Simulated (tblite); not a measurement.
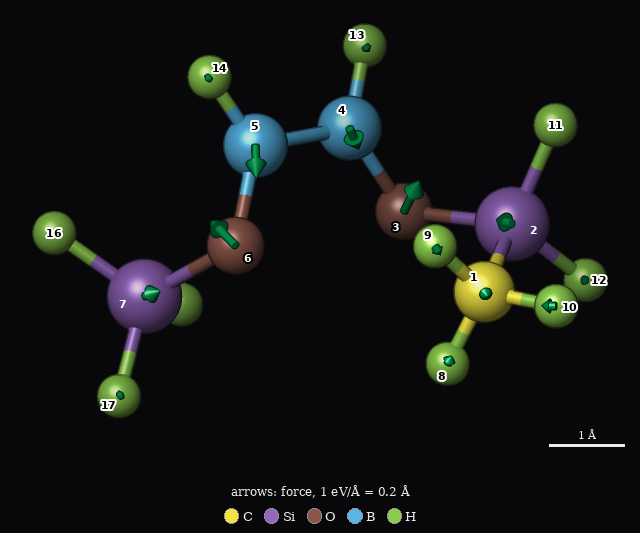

Starting geometry of CH10B2O2Si2 with the computed forces as green arrows. The picture is a ball-and-stick view, seen at a tilt.

The calculation used tblite 0.8.0, GFN2-xTB geometry optimisation, gas phase. 

### What follows when this structure is relaxed?

It isn't relaxed: the largest force vector, on an O atom, is 3.47 eV/Å. The final displacements follow the starting forces only in part (cosine between the two patterns 0.32). After 154 geometry steps the energy has fallen by 45.8 kcal/mol. An H atom moves most after the best rigid fit: 1.17 Å. Largest moves by element: H 1.17 Å, O 1.03 Å, B 0.42 Å, Si 0.41 Å, C 0.33 Å. Some distances before and after: B–O 1.468 → 1.329 Å, O–Si 1.734 → 1.616 Å, B–O 1.446 → 1.329 Å, C–H 1.121 → 1.086 Å. Bond angles that change, for instance: B–O–Si 106.3° → 151.3°, Si–O–B 107.0° → 150.6°, O–Si–H 110.8° → 103.3°. Groups turn about B–O by about 100°, B–O by about 95°, O–Si by about 80°. The run took 1.1 s on 1 thread of Arm Neoverse V1, on a shared host.
